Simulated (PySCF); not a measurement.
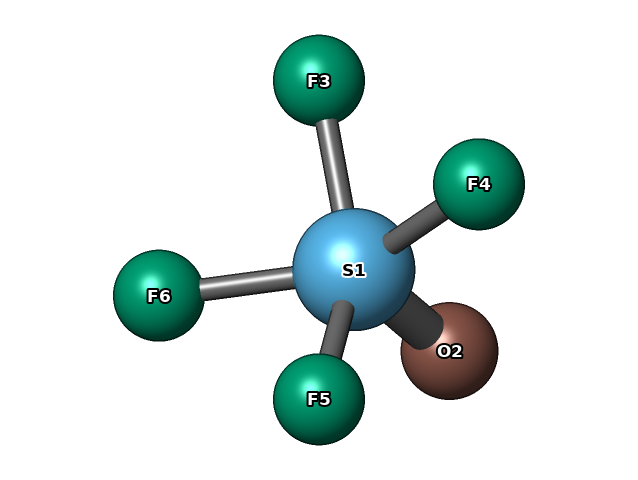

The thickness of each stick grows with its Mayer bond order. The computed geometry is a stationary point of PBE0/def2-SVP, a saddle point of order 1. Level of theory: PBE0/def2-SVP (PySCF 2.14.0).

List the Mayer bond orders of S1–O2, S1–F3 (one bond of each equivalent set).

```
 bond  Mayer order  length (Å)
S1–O2         1.94       1.422
S1–F3         0.90       1.605
```

This isn't the lowest structure that the search found: a singlet minimum of C2v symmetry lies 14 kJ/mol lower at the level of the geometry.
